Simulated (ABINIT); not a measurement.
# Si3N4 (Fd-3m): a self-consistent loop beyond G0W0, cycle by cycle

Wanted: G0W0 and self-consistent gaps of Si3N4 (Fd-3m), with the cost of the cycles.

Program: ABINIT 10.8.3. Level of theory: PBE and many-body steps on it, plane waves. Results are calculated unless marked as measured.

**Experimental background.**

- Gap 4.3 ± 0.25 eV: gap from soft X-ray absorption and emission edges; soft X-ray absorption and emission spectroscopy; powder (earlier literature measurement) (quoted in “Photoluminescence and electronic transitions in cubic silicon nitride”, 2016, pmc:4698759).

## (1) The structure

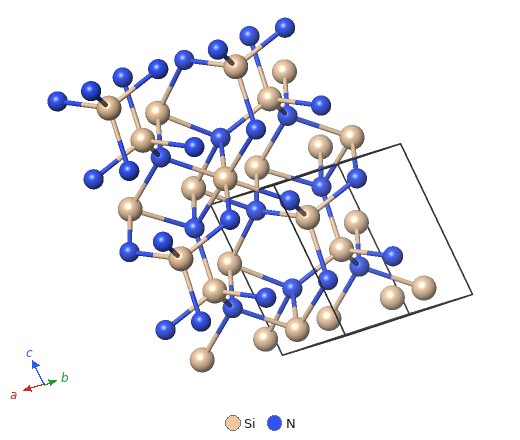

The starting structure, seen slightly off an axis (silicon light orange, nitrogen blue). 2×1×2 cells are drawn. Bonds to atoms that aren't drawn are left out.

The cell and positions are those that the Materials Project relaxed with its own functionals (PBE, PBE+U or r2SCAN), kept fixed. This is not the form that Si3N4 usually takes at ambient conditions.

## (2) Empty states on the mesh, 4×4×4 mesh, 120 bands

This step: ABINIT 10.8.3; DFT, PBE, plane waves, norm-conserving pseudopotentials.

The sums over transitions need many empty states on a uniform mesh; this step solves for them.

The input, run.abi:

```
acell 3*1.0 Angstrom
rprim 
  -0.000000000000 3.893718000000 3.893718000000
  3.893718000000 0.000000000000 3.893718000000
  3.893718000000 3.893718000000 -0.000000000000
ntypat 2
znucl 14 7
natom 14
typat 1 1 1 1 1 1 2 2 2 2 2 2 2 2
xred 
  0.125000000000 0.125000000000 0.625000000000
  0.125000000000 0.625000000000 0.125000000000
  0.625000000000 0.125000000000 0.125000000000
  0.125000000000 0.125000000000 0.125000000000
  0.750000000000 0.750000000000 0.750000000000
  0.500000000000 0.500000000000 0.500000000000
  0.367563000000 0.367563000000 0.367563000000
  0.352689000000 0.882437000000 0.882437000000
  0.882437000000 0.882437000000 0.352689000000
  0.882437000000 0.352689000000 0.882437000000
  0.367563000000 0.367563000000 0.897311000000
  0.367563000000 0.897311000000 0.367563000000
  0.882437000000 0.882437000000 0.882437000000
  0.897311000000 0.367563000000 0.367563000000
pp_dirpath "pseudos"
pseudos "Si.upf, N.upf"
ecut 36
ngkpt 4 4 4
nshiftk 1
shiftk 0 0 0
kptopt 1
chksymbreak 0
iscf -2
irdden 1
istwfk *1
nband 120
nbdbuf 10
tolwfr 1e-09
nstep 60
prtvol 0
indata_prefix "in"
outdata_prefix "out"
tmpdata_prefix "tmp"
```

On the command line:

```sh
OMP_NUM_THREADS=1 mpirun -n 8 abinit run.abi > log
```

Numbers of over 12 decimals in the logs are rounded to 6 here.

Log:

```text
.Version 10.8.3 of ABINIT. v10.8.2 released Aug 2026.

 Symmetries : space group Fd -3 m (#227); Bravais cF (face-center cubic)
[... echo of the input left out ...]
== DATASET  1 ==================================================================
-   mpi_nproc: 8, omp_nthreads: 1 (-1 if OMP is not activated)

--- !DatasetInfo
iteration_state: {dtset: 1, }
dimensions: {natom: 14, nkpt: 8, mband: 120, nsppol: 1, nspinor: 1, nspden: 1, mpw: 8242, }
cutoff_energies: {ecut:  36.0, pawecutdg:  -1.0, }
[...]
1.43534    1.44507    1.44507    1.44507    1.44678    1.48476    1.48476    1.48476
   1.61899    1.61929    1.63523    1.63523    1.63580    1.64156    1.64157    1.64612
 prteigrs : prtvol=0 or 1, do not print more k-points.

== END DATASET(S) ==============================================================
================================================================================

 -outvars: echo values of variables after computation  --------
            nband         120
             nkpt           8
          spgroup         227
 [... the other variables as echoed above ...]

 Calculation completed.
```

The job ended after 44 s (8 MPI ranks of Intel Xeon Platinum 8488C (Sapphire Rapids), shared host; peak memory 0.92 GiB).

Numbers from this step:

| Quantity | Value |
| --- | --- |
| gap | 3.398 eV |
| k of the valence top | -0.25, 0.25, 0 |
| k of the conduction bottom | 0, 0, 0 |
| least direct gap | 3.407 eV |
| k points computed | 8 |
| lowest point of the top converged band, above the valence top | 32.78 eV |

On this mesh the gap is 3.398 eV.

The density comes from a self-consistent run that is not shown.

## (3) Screening, 4×4×4 mesh, 110 bands, screening to 106.1 eV

The RPA dielectric matrix is built and inverted for each q.

This step: RPA screening on PBE, plane waves, norm-conserving pseudopotentials.

Changes to run.abi since step 2:

```diff
@@ -32,10 +32,11 @@
 chksymbreak 0
-iscf -2
-irdden 1
 istwfk *1
-nband 120
-nbdbuf 10
-tolwfr 1e-09
-nstep 60
-prtvol 0
+occopt 1
+irdwfk 1
+optdriver 3
+nband 110
+ecuteps 3.9
+inclvkb 2
+awtr 1
+symchi 1
 indata_prefix "in"
```

Log:

```text
.Version 10.8.3 of ABINIT. v10.8.2 released Aug 2026.

 Symmetries : space group Fd -3 m (#227); Bravais cF (face-center cubic)
[... echo of the input left out ...]
== DATASET  1 ==================================================================
-   mpi_nproc: 8, omp_nthreads: 1 (-1 if OMP is not activated)

--- !DatasetInfo
iteration_state: {dtset: 1, }
dimensions: {natom: 14, nkpt: 8, mband: 110, nsppol: 1, nspinor: 1, nspden: 1, mpw: 8242, }
cutoff_energies: {ecut:  36.0, pawecutdg:  -1.0, }
electrons: {nelect:   6.40000000E+01, charge:   0.00000000E+00, occopt:   1.00000000E+00, tsmear:   1.00000000E-02, }

 SCREENING: Calculation of the susceptibility and dielectric matrices

 Based on a program developped by R.W. Godby, V. Olevano, G. Onida, and L. Reining.
 Incorporated in ABINIT by V. Olevano, G.-M. Rignanese, and M. Torrent.
.Using double precision arithmetic ; gwpc =  8

[... cell and pseudopotentials left out ...]
--------------------------------------------------------------------------------

 ==== K-mesh for the wavefunctions ====
 Number of points in the irreducible wedge :     8
[... list of points left out ...]
 Together with 48 symmetry operations and time-reversal symmetry
 yields    64 points in the full Brillouin Zone.

 ==== Q-mesh for the screening function ====
 Number of points in the irreducible wedge :     8
[... list of points left out ...]
 Together with 48 symmetry operations and time-reversal symmetry
 yields    64 points in the full Brillouin Zone.

 setmesh: FFT mesh size selected  =    40x   40x   40
          total number of points  =        64000

 vcoul_init : cutoff-mode = AUXILIARY_FUNCTION
 q-points for optical limit:   1
     1)      0.000010    0.000020    0.000030

- screening: taking advantage of time-reversal symmetry
- Maximum band index for partially occupied states nbvw = 32
- Remaining bands to be divided among processors   nbcw = 78
- Number of bands treated by each node ~9

 Number of electrons calculated from density =   64.0000; Expected =   64.0000
 average of density, n =  0.080327
 r_s =    1.4378
 omega_plasma =   27.3392 [eV]

 calculating chi0 at frequencies [eV] :
  1    0.000000E+00    0.000000E+00
  2    0.000000E+00    2.733918E+01

--------------------------------------------------------------------------------
  q-point number  1        q = ( 0.000000, 0.000000, 0.000000) [r.l.u.]
--------------------------------------------------------------------------------
[... chi0 elements left out ...]
 For q-point:  0.000010 0.000020 0.000030
  dielectric constant =   5.0641
  dielectric constant without local fields =   5.3944

  Average fulfillment of the sum rule on Im[epsilon] for q-point    1 :     46.36  [%]
[... wings left out ...]
  q-point number  2        q = ( 0.250000, 0.000000, 0.000000) [r.l.u.]
--------------------------------------------------------------------------------
[... chi0 elements left out ...]
  Average fulfillment of the sum rule on Im[epsilon] for q-point    2 :     61.88  [%]

 [... 6 further q-points ...]
```

Run time: 2.2 min. Hardware: 8 MPI ranks; peak memory 4.7 GiB.

Numbers from this step:

```yaml
eps_infinity_with_local_fields_on_this_mesh_along_the_program_s_q_direction: 5.064
the_same_without_local_fields: 5.394
plasma_frequency: 27.34 eV
plane_waves_in_the_screening_matrix: 283
```

Local fields lower ε∞ by 6 %.

## (4) G0W0

The self-energy is evaluated for the states that the input lists, and the levels follow from it, in one-shot runs by the linearised quasiparticle equation.

This step: G0W0 on PBE, plane waves, norm-conserving pseudopotentials.

Changes to run.abi since step 3:

```diff
@@ -35,8 +35,17 @@
 irdwfk 1
-optdriver 3
+optdriver 4
 nband 110
+gwcalctyp 0
+ecutsigx 36
+symsigma 1
+nkptgw 2
+kptgw 
+  -0.2500000000 0.2500000000 0.0000000000
+  0.0000000000 0.0000000000 0.0000000000
+bdgw 
+  31 34
+  30 35
 ecuteps 3.9
-inclvkb 2
-awtr 1
-symchi 1
+irdscr 1
+ppmodel 1
 indata_prefix "in"
```

Log:

```text
.Version 10.8.3 of ABINIT. v10.8.2 released Aug 2026.

 Symmetries : space group Fd -3 m (#227); Bravais cF (face-center cubic)
[... echo of the input left out ...]
== DATASET  1 ==================================================================
-   mpi_nproc: 8, omp_nthreads: 1 (-1 if OMP is not activated)

--- !DatasetInfo
iteration_state: {dtset: 1, }
dimensions: {natom: 14, nkpt: 8, mband: 110, nsppol: 1, nspinor: 1, nspden: 1, mpw: 8242, }
cutoff_energies: {ecut:  36.0, pawecutdg:  -1.0, }
electrons: {nelect:   6.40000000E+01, charge:   0.00000000E+00, occopt:   1.00000000E+00, tsmear:   1.00000000E-02, }

 SIGMA: Calculation of the GW corrections

 Based on a program developped by R.W. Godby, V. Olevano, G. Onida, and L. Reining.
 Incorporated in ABINIT by V. Olevano, G.-M. Rignanese, and M. Torrent.
.Using double precision arithmetic ; gwpc =  8

[... cell and pseudopotentials left out ...]
--------------------------------------------------------------------------------

 ==== K-mesh for the wavefunctions ====
 Number of points in the irreducible wedge :     8
[... list of points left out ...]
 Together with 48 symmetry operations and time-reversal symmetry
 yields    64 points in the full Brillouin Zone.

 ==== Q-mesh for screening function ====
 Number of points in the irreducible wedge :     8
[... list of points left out ...]
 Together with 48 symmetry operations and time-reversal symmetry
 yields    64 points in the full Brillouin Zone.

 vcoul_init : cutoff-mode = AUXILIARY_FUNCTION
 q-points for optical limit:   1
     1)      0.000010    0.000020    0.000030
 setmesh: FFT mesh size selected  =    60x   60x   60
          total number of points  =       216000

 Number of electrons calculated from density =   64.0000; Expected =   64.0000
 average of density, n =  0.080327
 r_s =    1.4378
 omega_plasma =   27.3392 [eV]

 === KS Band Gaps ===
  >>>> For spin  1
   Minimum direct gap =   3.4065 [eV], located at k-point      :   0.0000  0.0000  0.0000
   Fundamental gap    =   3.3982 [eV], Top of valence bands at :  -0.2500  0.2500  0.0000
                                       Bottom of conduction at :   0.0000  0.0000  0.0000
 SIGMA fundamental parameters:
 PLASMON POLE MODEL  1
 number of plane-waves for SigmaX                 8099
 number of plane-waves for SigmaC and W            283
 number of plane-waves for wavefunctions          8099
 number of bands                                   110
 number of independent spin polarizations            1
 number of spinorial components                      1
 number of k-points in IBZ                           8
 number of q-points in IBZ                           8
 number of symmetry operations                      48
 number of k-points in BZ                           64
 number of q-points in BZ                           64
 number of frequencies for dSigma/dE                 9
 frequency step for dSigma/dE [eV]                0.25
 number of omega for Sigma on real axis              0
 max omega for Sigma on real axis  [eV]           0.00
 zcut for avoiding poles [eV]                     0.10

 EPSILON^-1 parameters (SCR file):
 dimension of the eps^-1 matrix on file            283
 dimension of the eps^-1 matrix used               283
 number of plane-waves for wavefunctions          8099
 number of bands                                   110
 number of q-points in IBZ                           8
 number of frequencies                               2
 number of real frequencies                          1
 number of imag frequencies                          1

 matrix elements of self-energy operator (all in [eV])

 Perturbative Calculation

--- !SelfEnergy_ee
iteration_state: {dtset: 1, }
kpoint     : [  -0.250,    0.250,    0.000, ]
spin       : 1
KS_gap     :    5.115
QP_gap     :    6.189
Delta_QP_KS:    1.075
data: !SigmaeeData |
     Band     E0 <VxcDFT>   SigX SigC(E0)      Z dSigC/dE  Sig(E)    E-E0       E
       31   6.775 -16.875 -20.847   3.922   0.812  -0.232 -16.915  -0.041   6.734
       32   7.618 -17.761 -21.506   3.891   0.813  -0.231 -17.642   0.119   7.736
       33  12.732 -11.639  -6.570  -3.649   0.841  -0.189 -10.445   1.193  13.926
       34  13.235 -12.251  -7.001  -3.684   0.837  -0.195 -10.941   1.310  14.545

--- !SelfEnergy_ee
iteration_state: {dtset: 1, }
kpoint     : [   0.000,    0.000,    0.000, ]
spin       : 1
KS_gap     :    3.406
QP_gap     :    4.384
Delta_QP_KS:    0.978
data: !SigmaeeData |
     Band     E0 <VxcDFT>   SigX SigC(E0)      Z dSigC/dE  Sig(E)    E-E0       E
       30   7.609 -17.688 -21.460   3.872   0.813  -0.230 -17.606   0.082   7.691
       31   7.609 -17.688 -21.460   3.872   0.813  -0.230 -17.606   0.082   7.691
       32   7.609 -17.688 -21.460   3.872   0.813  -0.230 -17.606   0.082   7.691
       33  11.016 -11.369  -6.697  -3.418   0.844  -0.184 -10.310   1.059  12.075
       34  11.016 -11.369  -6.697  -3.418   0.844  -0.184 -10.310   1.059  12.075
       35  11.016 -11.369  -6.697  -3.418   0.844  -0.184 -10.310   1.059  12.075

== END DATASET(S) ==============================================================
================================================================================

 -outvars: echo values of variables after computation  --------
           etotal      0.0000000000E+00
            nband         110
             nkpt           8
          spgroup         227
 [... the other variables as echoed above ...]

 Calculation completed.
```

Run time: 18 s. Hardware: 8 MPI ranks; peak memory 3.2 GiB.

This step gave:

- G0W0 gap on the points computed: 4.339 eV
- starting gap on the mesh: 3.398 eV
- k of the valence top: -0.25, 0.25, 0
- k of the conduction bottom: 0, 0, 0
- Z at the valence top: 0.813
- Z at the conduction bottom: 0.844
- least direct G0W0 gap on the computed points: 4.384 eV

The gap on the mesh goes from 3.40 eV to 4.34 eV, a correction of +0.94 eV.

## (5) evGW0, cycle 1

This step: evGW0 on PBE, plane waves, norm-conserving pseudopotentials.

Changes to run.abi since step 4:

```diff
@@ -37,12 +37,24 @@
 nband 110
-gwcalctyp 0
+gwcalctyp 10
 ecutsigx 36
 symsigma 1
-nkptgw 2
+nkptgw 8
 kptgw 
+  0.0000000000 0.0000000000 0.0000000000
+  0.2500000000 0.0000000000 0.0000000000
+  0.5000000000 0.0000000000 0.0000000000
+  0.2500000000 0.2500000000 0.0000000000
+  0.5000000000 0.2500000000 0.0000000000
   -0.2500000000 0.2500000000 0.0000000000
-  0.0000000000 0.0000000000 0.0000000000
+  0.5000000000 0.5000000000 0.0000000000
+  -0.2500000000 0.5000000000 0.2500000000
 bdgw 
-  31 34
-  30 35
+  9 46
+  9 46
+  9 46
+  9 46
+  9 46
+  9 46
+  9 46
+  9 46
 ecuteps 3.9
```

Log:

```text
.Version 10.8.3 of ABINIT. v10.8.2 released Aug 2026.

 Symmetries : space group Fd -3 m (#227); Bravais cF (face-center cubic)
[... echo of the input left out ...]
== DATASET  1 ==================================================================
-   mpi_nproc: 8, omp_nthreads: 1 (-1 if OMP is not activated)

--- !DatasetInfo
iteration_state: {dtset: 1, }
dimensions: {natom: 14, nkpt: 8, mband: 110, nsppol: 1, nspinor: 1, nspden: 1, mpw: 8242, }
cutoff_energies: {ecut:  36.0, pawecutdg:  -1.0, }
electrons: {nelect:   6.40000000E+01, charge:   0.00000000E+00, occopt:   1.00000000E+00, tsmear:   1.00000000E-02, }

 SIGMA: Calculation of the GW corrections

 Based on a program developped by R.W. Godby, V. Olevano, G. Onida, and L. Reining.
 Incorporated in ABINIT by V. Olevano, G.-M. Rignanese, and M. Torrent.
.Using double precision arithmetic ; gwpc =  8

[... cell and pseudopotentials left out ...]
--------------------------------------------------------------------------------

 ==== K-mesh for the wavefunctions ====
 Number of points in the irreducible wedge :     8
[... list of points left out ...]
 Together with 48 symmetry operations and time-reversal symmetry
 yields    64 points in the full Brillouin Zone.

 ==== Q-mesh for screening function ====
 Number of points in the irreducible wedge :     8
[... list of points left out ...]
 Together with 48 symmetry operations and time-reversal symmetry
 yields    64 points in the full Brillouin Zone.

 vcoul_init : cutoff-mode = AUXILIARY_FUNCTION
 q-points for optical limit:   1
     1)      0.000010    0.000020    0.000030
 setmesh: FFT mesh size selected  =    60x   60x   60
          total number of points  =       216000

 Number of electrons calculated from density =   64.0000; Expected =   64.0000
[...]
spin       : 1
KS_gap     :    7.076
QP_gap     :    8.380
Delta_QP_KS:    1.304
data: !SigmaeeData |
     Band     E_DFT   <VxcDFT>   E(N-1)  <Hhartree>   SigX  SigC[E(N-1)]    Z     dSigC/dE  Sig[E(N)]  DeltaE  E(N)_pert E(N)_diago
[...]
--- !SelfEnergy_ee
iteration_state: {dtset: 1, }
kpoint     : [  -0.250,    0.500,    0.250, ]
spin       : 1
KS_gap     :    7.392
QP_gap     :    8.757
Delta_QP_KS:    1.365
data: !SigmaeeData |
     Band     E_DFT   <VxcDFT>   E(N-1)  <Hhartree>   SigX  SigC[E(N-1)]    Z     dSigC/dE  Sig[E(N)]  DeltaE  E(N)_pert E(N)_diago
[...]
45    18.412   -12.330    18.412    30.741    -6.036    -4.346     0.831    -0.203   -10.710     1.619    20.031    20.360
       46    18.412   -12.330    18.412    30.741    -6.036    -4.346     0.831    -0.203   -10.710     1.619    20.031    20.360

 New Fermi energy :        3.681219E-01 Ha ,    1.001711E+01 eV

 === QP Band Gaps ===
  >>>> For spin  1
   Minimum direct gap =   4.5606 [eV], located at k-point      :   0.0000  0.0000  0.0000
   Fundamental gap    =   4.5067 [eV], Top of valence bands at :  -0.2500  0.2500  0.0000
                                       Bottom of conduction at :   0.0000  0.0000  0.0000

 writing QP data on file : out_QPS

 Convergence of QP corrections
 >>>>> For spin  1 <<<<<
.  kptgw no:  1; Maximum DeltaE = (   1.417  -0.000) for band index: 38
.  kptgw no:  2; Maximum DeltaE = (   1.504  -0.000) for band index: 37
.  kptgw no:  3; Maximum DeltaE = (   1.135  -0.000) for band index: 35
[...]
.  kptgw no:  7; Maximum DeltaE = (   1.560  -0.000) for band index: 36
.  kptgw no:  8; Maximum DeltaE = (  -0.100   0.000) for band index: 29

== END DATASET(S) ==============================================================
================================================================================

 -outvars: echo values of variables after computation  --------
           etotal      0.0000000000E+00
            nband         110
             nkpt           8
          spgroup         227
 [... the other variables as echoed above ...]

 Calculation completed.
```

Elapsed: 7.8 min, on 8 MPI ranks; peak memory 12 GiB; 62 min of CPU time.

Numbers from this step:

```yaml
quasiparticle_gap_on_the_mesh: 4.506 eV
gap_of_the_density_functional_on_the_mesh: 3.398 eV
k_of_the_valence_top: -0.25, 0.25, 0
k_of_the_conduction_bottom: 0, 0, 0
z_at_the_valence_top: 0.813
z_at_the_conduction_bottom: 0.844
least_direct_quasiparticle_gap_on_the_computed_points: 4.56 eV
```

Against G0W0 in ABINIT (4×4×4 mesh, 110 bands, screening to 106.1 eV, Godby-Needs plasmon pole), the gap moves by +0.167 eV. This first cycle still uses the starting levels; it takes the full correction, at all points of the mesh, and its linearised value is 4.339 eV.

## (6) evGW0, cycle 2

The corrected levels of the last cycle go back in.

Changes to run.abi since step 5:

```diff
@@ -62,2 +62,3 @@
 ppmodel 1
+irdqps 1
 indata_prefix "in"
```

Log:

```text
.Version 10.8.3 of ABINIT. v10.8.2 released Aug 2026.

 Symmetries : space group Fd -3 m (#227); Bravais cF (face-center cubic)
[... echo of the input left out ...]
== DATASET  1 ==================================================================
-   mpi_nproc: 8, omp_nthreads: 1 (-1 if OMP is not activated)

--- !DatasetInfo
iteration_state: {dtset: 1, }
dimensions: {natom: 14, nkpt: 8, mband: 110, nsppol: 1, nspinor: 1, nspden: 1, mpw: 8242, }
cutoff_energies: {ecut:  36.0, pawecutdg:  -1.0, }
[...]
.  kptgw no:  3; Maximum DeltaE = (  -0.121  -0.000) for band index: 38
[...]
.  kptgw no:  7; Maximum DeltaE = (  -0.146   0.000) for band index: 37
.  kptgw no:  8; Maximum DeltaE = (  -0.121  -0.000) for band index: 35

== END DATASET(S) ==============================================================
================================================================================

 -outvars: echo values of variables after computation  --------
           etotal      0.0000000000E+00
            nband         110
             nkpt           8
          spgroup         227
 [... the other variables as echoed above ...]

 Calculation completed.
```

It took 7.3 min on 8 MPI ranks; peak memory 12 GiB; 58 min of CPU time.

Numbers from this step:

```yaml
quasiparticle_gap_on_the_mesh: 4.492 eV
gap_of_the_density_functional_on_the_mesh: 3.398 eV
k_of_the_valence_top: -0.25, 0.25, 0
k_of_the_conduction_bottom: 0, 0, 0
least_direct_quasiparticle_gap_on_the_computed_points: 4.540 eV
```

Against the cycle before, the gap moves by −0.014 eV.

(Continued in part 2 of 3.)

[Paths, hosts, dates, memory and timing lines, banners, echoed tables and standing remarks are left out of the program output.]

[Logs are printed without paths, hosts, clocks, repeated set-up lines and the standing remarks that a program may print on its own settings, such as how far it seeks lower states.]

[Runs of the session that timed out or met a known fault of the program may be left out.]

[Hosts, paths, dates, database ids (printed as entryN), source tags and the programs' standing remarks are cut or masked in the printed files.]

[G0W0 gaps are taken among the corrected bands and points alone; a level outside them can change the order at an edge.]

[Where Ansatz stands beside ABINIT at settings called matched, ABINIT's density can come from a denser mesh and the files from another edition; pairs whose starting gaps differed by over 0.03 eV were left out, so agreement reads better than it is.]
